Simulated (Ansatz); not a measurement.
# SiHF3 + H2O: a complex and its separated parts, part 3 of 3

Ansatz 0.2.0, Gaussian basis. Earlier steps stand in the parts before.

### Step 17. PBE-QIDH/def2-TZVPP

The inputs:

parta/in.yaml

```yaml
crystal:
  periodic: [false, false, false]
  atoms:
    - {symbol: Si, position_ang: [-0.959439, 0.289108, -0.459342]}
    - {symbol: H, position_ang: [-0.529835, -0.867503, -1.242899]}
    - {symbol: F, position_ang: [-2.335227, 0.837971, -0.988429]}
    - {symbol: F, position_ang: [-1.133693, -0.099953, 1.054674]}
    - {symbol: F, position_ang: [0.101173, 1.446934, -0.551646]}
basis:
  gaussian: {orbitals: def2-TZVPP}
hamiltonian: {xc: {name: PBE-QIDH}}
```

partb/in.yaml

```yaml
crystal:
  periodic: [false, false, false]
  atoms:
    - {symbol: H, position_ang: [1.328412, -0.906298, 1.358475]}
    - {symbol: O, position_ang: [1.464780, -0.724862, 0.426126]}
    - {symbol: H, position_ang: [2.063829, 0.024403, 0.403041]}
basis:
  gaussian: {orbitals: def2-TZVPP}
hamiltonian: {xc: {name: PBE-QIDH}}
```

The same command starts each run, in its folder.

Command:

```console
ansatz run in.yaml --threads 4 --pin off --events-out ev --progress --plain --max-ram 9574MiB
```

Log of parta, cut to the lines that bear on the results:

```text
Functional definition: PBE-QIDH
  name "PBE-QIDH"
  cite "Brémond, Sancho-García, Pérez-Jiménez & Adamo, J. Chem. Phys. 141, 031101 (2014) doi:10.1063/1.4890314"
  cite "Perdew, Burke & Ernzerhof, Phys. Rev. Lett. 77, 3865 (1996) doi:10.1103/PhysRevLett.77.3865"
[...]
942 factors; integrals over basis functions are off by at most 1.1e-3 eV
[...]
mean field -16031.28155432 eV, -589.1387307284 hartree, gradient 2.7e-6 eV, S^2 0.000000; 0 other end points of the search recorded, 0 dependent functions left out
8 core orbitals not correlated: weight in the atoms' cores, before any rotation towards them, 1.000 or more for the frozen orbitals, at most 0.000 for the correlated occupied ones
reference -16031.28156206 eV, -589.1387310127 hartree; 13, 13 occupied and 128, 128 virtual orbitals, 942 factors
second order -25.98094851 eV of doubles, -0.00000000 eV of singles
Total energy: -16039.94187823 eV, -589.4569917618 hartree
```

Output in partb, cut to the lines that bear on the results:

```text
[... 4 set-up lines as earlier in the session ...]
[...]
361 factors; integrals over basis functions are off by at most 7.6e-4 eV
[...]
mean field -2075.58435606 eV, -76.2763182034 hartree, gradient 2.2e-6 eV, S^2 0.000000; 0 other end points of the search recorded, 0 dependent functions left out
1 core orbitals not correlated: weight in the atoms' cores, before any rotation towards them, 1.000 or more for the frozen orbitals, at most 0.000 for the correlated occupied ones
reference -2075.58436155 eV, -76.2763184052 hartree; 4, 4 occupied and 54, 54 virtual orbitals, 361 factors
second order -7.85898622 eV of doubles, -0.00000000 eV of singles
Total energy: -2078.20402362 eV, -76.3725892108 hartree
```

Wall times: 1.6 s (parta), 0.25 s (partb) on 4 threads of Arm Neoverse V1, shared host.

### Step 18. RPA on PBE/def2-TZVPP

The same edit goes into each in.yaml of step 17 (parta, partb):

```diff
-hamiltonian: {xc: {name: PBE-QIDH}}
+hamiltonian: {xc: pbe}
+correlation: {method: rpa}
```

Each run has its own folder and the same command.

Command:

```console
ansatz run in.yaml --threads 4 --pin off --events-out ev --progress --plain --max-ram 9574MiB
```

Log of parta, cut to the lines that bear on the results:

```text
[... 4 set-up lines as earlier in the session ...]
[...]
942 factors; integrals over basis functions are off by at most 1.1e-3 eV
[...]
mean field -16042.15010110 eV, -589.5381424557 hartree, gradient 2.5e-6 eV, S^2 0.000000; 0 other end points of the search recorded, 0 dependent functions left out
8 core orbitals not correlated: weight in the atoms' cores, before any rotation towards them, 1.000 or more for the frozen orbitals, at most 0.000 for the correlated occupied ones
reference -16004.26593994 eV, -588.1459252115 hartree; 13, 13 occupied and 128, 128 virtual orbitals, 942 factors
Total energy: -16039.68122716 eV, -589.4474130117 hartree
```

Log of partb, cut to the lines that bear on the results:

```text
[... 4 set-up lines as earlier in the session ...]
[...]
361 factors; integrals over basis functions are off by at most 7.6e-4 eV
[...]
mean field -2078.40755196 eV, -76.3800687391 hartree, gradient 2.1e-6 eV, S^2 0.000000; 0 other end points of the search recorded, 0 dependent functions left out
1 core orbitals not correlated: weight in the atoms' cores, before any rotation towards them, 1.000 or more for the frozen orbitals, at most 0.000 for the correlated occupied ones
reference -2069.53696913 eV, -76.0540808329 hartree; 4, 4 occupied and 54, 54 virtual orbitals, 361 factors
Total energy: -2080.48260109 eV, -76.4563253883 hartree
```

They took 1.5 s (parta), 0.3 s (partb) on 4 threads of Arm Neoverse V1, shared host.

### Step 19. CCSD(T)/def2-TZVPP

Each input of step 18 (parta, partb) changes in the same lines:

```diff
-hamiltonian: {xc: pbe}
-correlation: {method: rpa}
+correlation: {method: ccsd_t}
```

Each run has its own folder and the same command.

Command:

```console
ansatz run in.yaml --threads 4 --pin off --events-out ev --progress --plain --max-ram 9574MiB
```

Log of parta, cut to the lines that bear on the results:

```text
Functional definition: HF
  name "HF"
  cite "Fock, Z. Phys. 61, 126 (1930) doi:10.1007/BF01340294"
[... 1 set-up line as earlier in the session ...]
[...]
942 factors; integrals over basis functions are off by at most 1.1e-3 eV
[...]
mean field -16005.73718323 eV, -588.1999924052 hartree, gradient 2.9e-6 eV, S^2 0.000000; 0 other end points of the search recorded, 0 dependent functions left out
8 core orbitals not correlated: weight in the atoms' cores, before any rotation towards them, 1.000 or more for the frozen orbitals, at most 0.000 for the correlated occupied ones
reference -16005.73718323 eV, -588.1999924052 hartree; 13, 13 occupied and 128, 128 virtual orbitals, 942 factors
second order -23.48618964 eV of doubles, -0.00000000 eV of singles
cycle   1  -23.15967121 eV  change    3.3e-1 eV  update   9.3e-2
[...]
cycle   9  -23.68268726 eV  change    1.8e-6 eV  update   6.1e-6
perturbative correction -0.64761189 eV, -0.0237992980 hartree
Total energy: -16030.06748237 eV, -589.0941144072 hartree
```

Log of partb, cut to the lines that bear on the results:

```text
[... 4 set-up lines as earlier in the session ...]
[...]
361 factors; integrals over basis functions are off by at most 7.6e-4 eV
[...]
mean field -2069.76241429 eV, -76.0623657898 hartree, gradient 3.6e-6 eV, S^2 0.000000; 0 other end points of the search recorded, 0 dependent functions left out
1 core orbitals not correlated: weight in the atoms' cores, before any rotation towards them, 1.000 or more for the frozen orbitals, at most 0.000 for the correlated occupied ones
reference -2069.76241429 eV, -76.0623657898 hartree; 4, 4 occupied and 54, 54 virtual orbitals, 361 factors
second order -7.10556235 eV of doubles, -0.00000000 eV of singles
cycle   1  -7.11162504 eV  change   -6.1e-3 eV  update   4.1e-2
[...]
cycle   8  -7.26608004 eV  change    3.2e-6 eV  update   7.2e-6
perturbative correction -0.20740279 eV, -0.0076219121 hartree
Total energy: -2077.23589712 eV, -76.3370112181 hartree
```

They took 5.5 s (parta), 0.3 s (partb) on 4 threads of Arm Neoverse V1, shared host; peak memory 0.74 GiB.

### Step 20. Vibrations of SiHF3

The input, vib-parta/in.yaml:

```yaml
crystal:
  periodic: [false, false, false]
  atoms:
    - {symbol: Si, position_ang: [-0.959439, 0.289108, -0.459342]}
    - {symbol: H, position_ang: [-0.529835, -0.867503, -1.242899]}
    - {symbol: F, position_ang: [-2.335227, 0.837971, -0.988429]}
    - {symbol: F, position_ang: [-1.133693, -0.099953, 1.054674]}
    - {symbol: F, position_ang: [0.101173, 1.446934, -0.551646]}
basis:
  gaussian: {orbitals: def2-TZVP}
hamiltonian: {xc: pbe0, dispersion: d4}
phonons: {temperatures: {t_min: 298.15, t_max: 900, t_step: 200}}
```

Command:

```console
ansatz run in.yaml --threads 4 --pin off --events-out ev --progress --plain --max-ram 9574MiB
```

The log of the run, cut to the lines that bear on the results:

```text
[... 5 set-up lines as earlier in the session ...]
[...]
780 factors; their error is unknown
[...]
mean field -16042.93253388 eV, -589.5668963299 hartree, gradient 5.3e-6 eV, S^2 0.000000; 0 other end points of the search recorded, 0 dependent functions left out
[...]
Atom 2 at    -2.335227     0.837971    -0.988429 Å, force    -0.001036     0.000204    -0.000600 eV/Å
Atom 3 at    -1.133693    -0.099953     1.054674 Å, force     0.000053    -0.000362     0.001141 eV/Å
Atom 4 at     0.101173     1.446934    -0.551646 Å, force     0.000938     0.000746    -0.000009 eV/Å
Dipole moment:     0.080494    -0.216679    -0.146781 e Å
Vibrations: 298.92 298.93 416.40 834.93 834.96 854.99 1001.93 1001.96 2360.28 cm⁻¹, zero-point energy 0.489943 eV
```

Run time: 14 s. Hardware: 4 threads of Arm Neoverse V1, shared host.

Wavenumbers and character of the modes:

| mode | wavenumber (cm⁻¹) | character |
| --- | --- | --- |
| 1 | 299 | bend |
| 2 | 299 | bend |
| 3 | 416 | bend |
| 4 | 835 | bend |
| 5 | 835 | bend |
| 6 | 855 | Si–F stretch |
| 7 | 1002 | Si–F stretch |
| 8 | 1002 | Si–F stretch |
| 9 | 2360 | Si–H stretch |

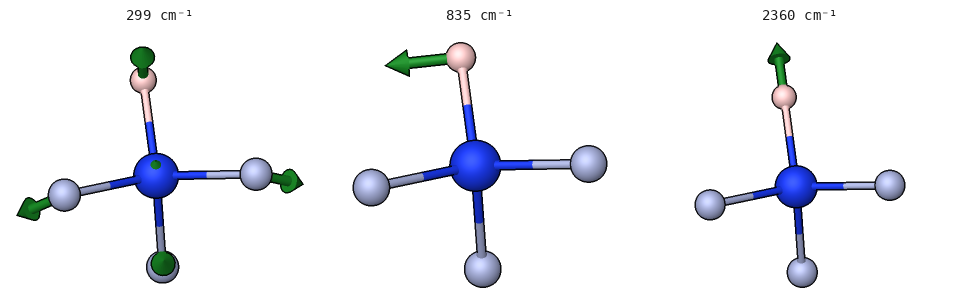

How the atoms move in 3 of the modes.

Vibrational sums (real modes only):

| T (K) | entropy (J/mol/K) | heat capacity (J/mol/K) |
| --- | --- | --- |
| 298 | 18.7 | 30.5 |
| 498 | 38.8 | 47.7 |
| 698 | 56.5 | 56.8 |
| 898 | 71.5 | 62.1 |

### Step 21. Vibrations of H2O

The input, vib-partb/in.yaml:

```yaml
crystal:
  periodic: [false, false, false]
  atoms:
    - {symbol: H, position_ang: [1.328412, -0.906298, 1.358475]}
    - {symbol: O, position_ang: [1.464780, -0.724862, 0.426126]}
    - {symbol: H, position_ang: [2.063829, 0.024403, 0.403041]}
basis:
  gaussian: {orbitals: def2-TZVP}
hamiltonian: {xc: pbe0, dispersion: d4}
phonons: {temperatures: {t_min: 298.15, t_max: 900, t_step: 200}}
```

Command:

```console
ansatz run in.yaml --threads 4 --pin off --events-out ev --progress --plain --max-ram 9574MiB
```

The log of the run, cut to the lines that bear on the results:

```text
[... 5 set-up lines as earlier in the session ...]
[...]
239 factors; their error is unknown
[...]
mean field -2078.33307681 eV, -76.3773318281 hartree, gradient 1.2e-5 eV, S^2 0.000000; 0 other end points of the search recorded, 0 dependent functions left out
[...]
Total energy: -2078.33734664 eV, -76.3774887413 hartree
Atom 0 at     1.328412    -0.906298     1.358475 Å, force    -0.000012    -0.000016     0.000053 eV/Å
Atom 1 at     1.464780    -0.724862     0.426126 Å, force    -0.000023    -0.000028    -0.000044 eV/Å
Atom 2 at     2.063829     0.024403     0.403041 Å, force     0.000035     0.000044    -0.000008 eV/Å
Dipole moment:     0.170603     0.209374     0.335271 e Å
Vibrations: 1622.90 3851.63 3959.36 cm⁻¹, zero-point energy 0.584827 eV
```

It took 0.76 s on 4 threads of Arm Neoverse V1, shared host.

The modes, with what each moves most:

```
mode  wavenumber (cm⁻¹)    character
   1               1623         bend
   2               3852  O–H stretch
   3               3959  O–H stretch
```

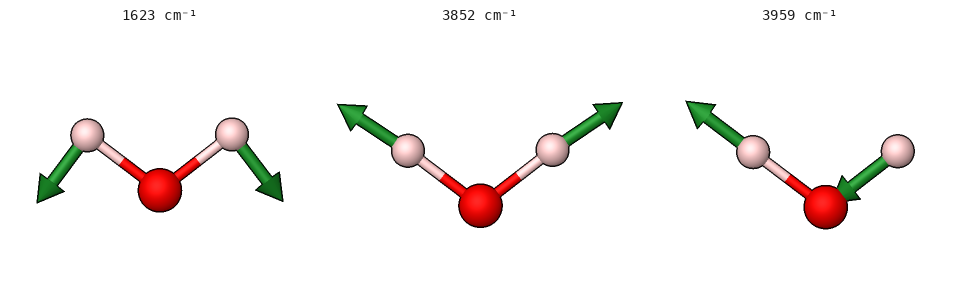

Displacements of 3 modes, as arrows.

Vibrational sums (real modes only):

```
T (K)  entropy (J/mol/K)  heat capacity (J/mol/K)
  298                0.0                      0.2
  498                0.4                      1.7
  698                1.4                      3.9
  898                2.6                      6.1
```

### Step 22. Complex less separated parts

The complex's own energies come from single points at the same levels.

Rows are in def2-TZVPP; times add the 3 runs of a level on a shared host, so small differences are noise.

Differences are taken before rounding.

```
      method                    rung  complex less parts (kJ/mol)  from CCSD(T) (kJ/mol)   time
       SPW92                     LDA                        -37.7                  -18.0  1.4 s
      PBE-D4                     GGA                        -24.0                   -4.3  2.1 s
     BLYP-D4                     GGA                        -22.1                   -2.4  2.3 s
   r2SCAN-D4                meta-GGA                        -25.3                   -5.6  4.9 s
      B97M-V                meta-GGA                        -23.8                   -4.1  8.2 s
     PBE0-D4                  hybrid                        -23.2                   -3.5  2.8 s
    B3LYP-D4                  hybrid                        -22.6                   -2.9    3 s
  r2SCAN0-D4                  hybrid                        -24.9                   -5.2  5.5 s
    BHLYP-D4                  hybrid                        -24.1                   -4.4  2.8 s
CAM-B3LYP-D4  range-separated hybrid                        -24.8                   -5.1  3.2 s
     wB97X-V  range-separated hybrid                        -23.7                   -4.1  7.2 s
     wB97M-V  range-separated hybrid                        -25.6                   -5.9  8.1 s
      B2PLYP           double hybrid                        -17.6                   +2.1    5 s
    PBE-QIDH           double hybrid                        -20.0                   -0.4    5 s
  RPA on PBE                     RPA                        -16.5                   +3.1  4.8 s
Hartree-Fock            wavefunction                         -9.5                  +10.2       
         MP2            wavefunction                        -19.2                   +0.5       
        CCSD            wavefunction                        -18.1                   +1.5       
     CCSD(T)            wavefunction                        -19.7                      0   88 s
```

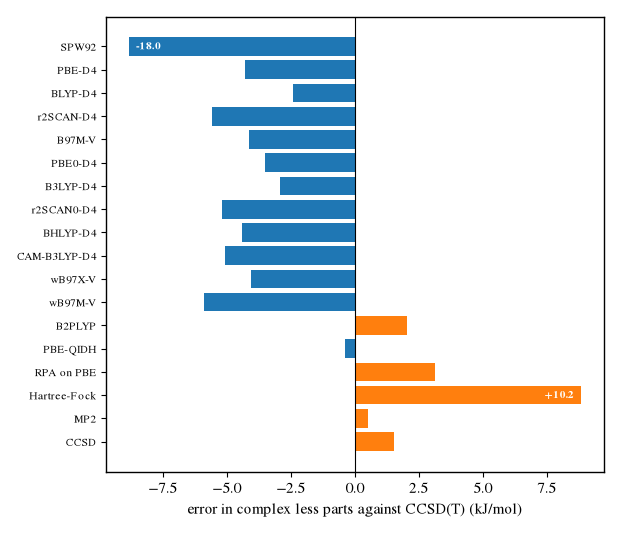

How far each level lands from CCSD(T). Bars with a number in them are cut short.

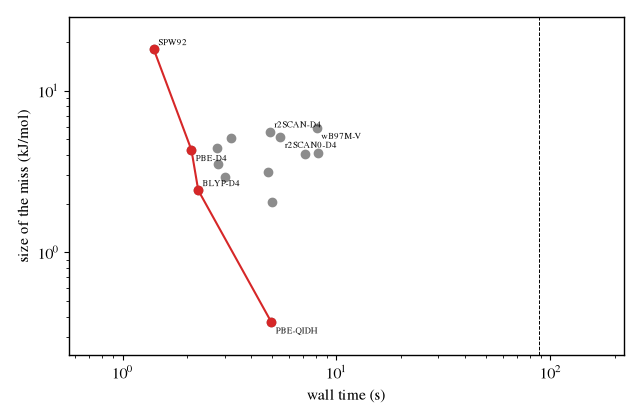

Miss against cost. Red marks the levels that no quicker level drawn beats (of those quicker than the yardstick), and the dashed line is the time of CCSD(T). Only those levels and the largest misses are named. Times are from a shared host.

For cost: PBE-QIDH gets within 0.4 kJ/mol in 5 s, where CCSD(T) took 88 s; the quickest level in the cost chart, SPW92, takes 1.4 s and misses by 18.0 kJ/mol.

The complex's zero-point energy, from a separate PBE0-D4 run, is 1.141 eV.

### Step 23. Results

This closing draws on all 3 parts.

```
                              quantity         value
complex less parts, CCSD(T)/def2-TZVPP  -19.7 kJ/mol
                with zero-point energy  -13.3 kJ/mol
                 largest T1 diagnostic         0.012
```

At CCSD(T) the complex lies 19.7 kJ/mol below its parts. The functionals run from PBE-QIDH, off by -0.4 kJ/mol, to SPW92, off by -18.0 kJ/mol, against CCSD(T). Mean unsigned error by rung: LDA 18.0, GGA 3.4, meta-GGA 4.9, hybrid 4.0, range-separated hybrid 5.0, double hybrid 1.2 kJ/mol. The double hybrids carry no dispersion term here, unlike the levels marked D4 or V. PBE-D4 gives a relative energy 4.3 kJ/mol too low, outside chemical accuracy (1 kcal/mol, 4.2 kJ/mol). No counterpoise was applied, and triple zeta lacks some correlation, so the CCSD(T) reference has a basis error of its own, and close matches with it are partly luck.
